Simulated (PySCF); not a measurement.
# Excited-state calculation of C₂H₁₁NOSi₂

The run: excited-state calculation of C₂H₁₁NOSi₂, SMILES OC(C[SiH3])N[SiH3]. Method and program: TDDFT CAM-B3LYP/def2-SVPD, vertical, gas phase, core orbitals frozen in the response (PySCF 2.14.0).

The geometry comes from this level: PBE0-D3(BJ)/def2-SVP.

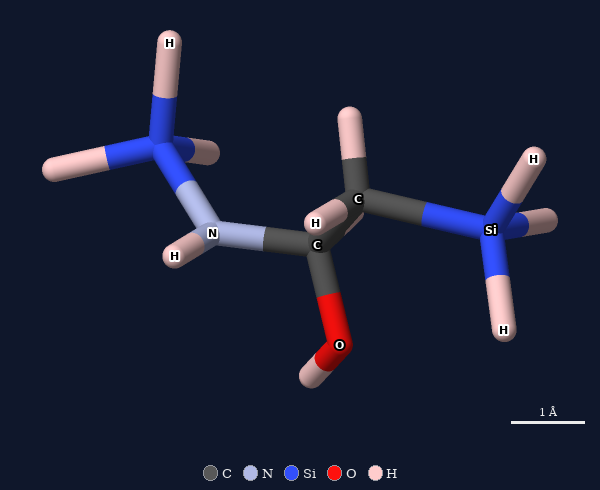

**Figure 1.** The structure as given in the input (stick view, seen at a tilt).

## Key numbers

```csv
quantity,value
outcome,converged
total energy,−791.391428 hartree
HOMO,−8.59 eV
LUMO,0.84 eV
dipole moment,1.53 D
mean polarisability,94.03 a.u.
vertical ionisation energy,9.24 eV
lowest singlet excitation,6.24 eV
hardware,"1 CPU thread, shared host"
wall time,78 s
peak memory,1.1 GiB
```

## Input
```
{"job": {"kind": "uv", "xc": "CAM-B3LYP", "basis": "def2-SVPD", "nstates": 6, "ntriplets": 2, "ip": true}, "charge": 0, "multiplicity": 1}
C     -0.034208    -0.297460    -0.376488
N     -1.349604    -0.674251     0.067578
Si    -2.748417     0.353723     0.000625
C      0.913468     0.135126     0.734748
Si     2.681278     0.429100     0.124006
O      0.595700    -1.365114    -1.035144
H     -0.170091     0.559026    -1.071841
H     -1.325556    -1.403312     0.776360
H     -3.938076    -0.493793     0.306784
H     -2.841280     0.925678    -1.376839
H     -2.746670     1.507399     0.961618
H      0.938980    -0.648071     1.512584
H      0.529835     1.051859     1.209903
H      3.423530    -0.843967    -0.100490
H      2.647540     1.215640    -1.148673
H      3.430245     1.231094     1.143291
H     -0.015783    -1.682124    -1.709829
```

The first line tells a small driver script what to run in PySCF; the rest is the geometry in Å.

Run as:
```bash
OMP_NUM_THREADS=1 python <driver script> task.json out
```

## What the program printed
```
coarse grid: 14392 points
cycle   1  E = -791.1834863907  dE =  3.580e-01  |g| = 6.771e-01  |ddm| = 5.152e+00
cycle   2  E = -791.1579813501  dE =  2.551e-02  |g| = 8.075e-01  |ddm| = 1.878e+00
cycle   3  E = -791.2775088139  dE = -1.195e-01  |g| = 6.773e-02  |ddm| = 9.583e-01
cycle   4  E = -791.2782543257  dE = -7.455e-04  |g| = 3.369e-02  |ddm| = 1.351e-01
cycle   5  E = -791.2784875660  dE = -2.332e-04  |g| = 8.262e-03  |ddm| = 5.202e-02
cycle   6  E = -791.2785019598  dE = -1.439e-05  |g| = 2.561e-03  |ddm| = 1.433e-02
cycle   7  E = -791.2785035087  dE = -1.549e-06  |g| = 4.368e-04  |ddm| = 4.849e-03
final grid: 127560 points
cycle   8  E = -791.3914262097  dE = -2.380e-05  |g| = 2.508e-03  |ddm| = 6.343e-02
cycle   9  E = -791.3914262784  dE = -6.871e-08  |g| = 2.618e-03  |ddm| = 8.728e-03
cycle  10  E = -791.3914278778  dE = -1.599e-06  |g| = 2.589e-04  |ddm| = 3.041e-03
cycle  11  E = -791.3914278871  dE = -9.336e-09  |g| = 1.938e-04  |ddm| = 6.186e-04
cycle  12  E = -791.3914278952  dE = -8.068e-09  |g| = 2.088e-05  |ddm| = 2.504e-04
cycle  13  E = -791.3914278953  dE = -1.396e-10  |g| = 7.345e-06  |ddm| = 5.707e-05
```

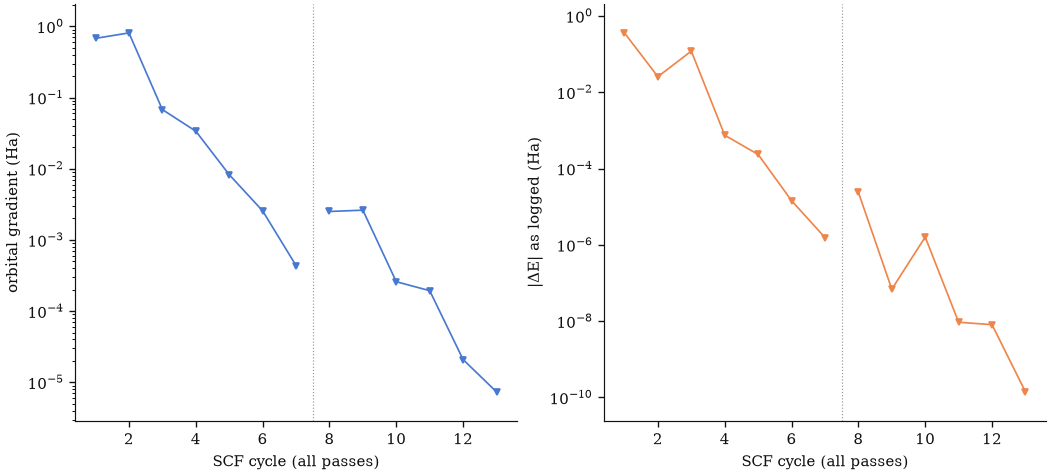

**Figure 2.** Convergence of the self-consistent field: orbital gradient and size of the energy change against the SCF cycle. The dotted line marks the change from a coarse to the final integration grid. The first 7 cycles use a coarse grid, the final grid takes over at cycle 8, and the field converges after 13 cycles in all.

```
converged SCF energy = -791.3914278953

Static polarisability (au): isotropic 94.034, principal 82.818 87.421 111.864

Singlet excitations
state   eV       nm        f      main configurations
  1   6.2382    198.7   0.01150   H->L 0.84
  2   7.1633    173.1   0.00080   H->L+3 0.32, H->L+1 0.17, H->L+4 0.17
  3   7.2486    171.0   0.00242   H->L+5 0.32, H->L+2 0.25, H->L+3 0.10
  4   7.3460    168.8   0.02193   H->L+1 0.48, H->L+3 0.23, H->L+6 0.14
  5   7.5630    163.9   0.02317   H->L+4 0.31, H->L+6 0.24, H->L+1 0.12
  6   7.7672    159.6   0.02564   H-1->L 0.26, H->L+2 0.23, H->L+4 0.21

Triplet excitations (Tamm-Dancoff, eV): 5.9860 6.8680
Vertical ionisation energy (delta-SCF) = 9.2385 eV
```

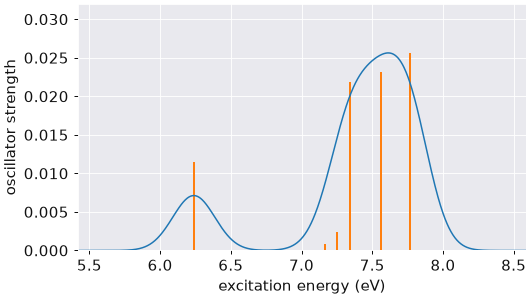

**Figure 3.** Computed excitations as sticks (degenerate states added up, dark ones marked on the axis), with a Gaussian envelope of 0.35 eV full width at half maximum, scaled to the tallest. Of the 6 states the lowest lies at 6.24 eV (f = 0.011); the strongest line is at 7.77 eV, or 160 nm (f = 0.026).

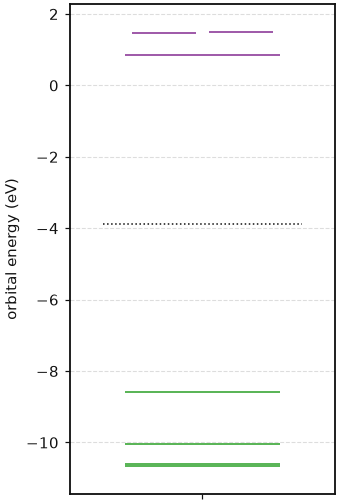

**Figure 4.** Orbital energies near the frontier; the dotted line parts filled from empty levels, and levels within 0.02 eV of each other stand side by side. Highest filled −8.59 eV, lowest empty 0.84 eV, 9.43 eV apart.
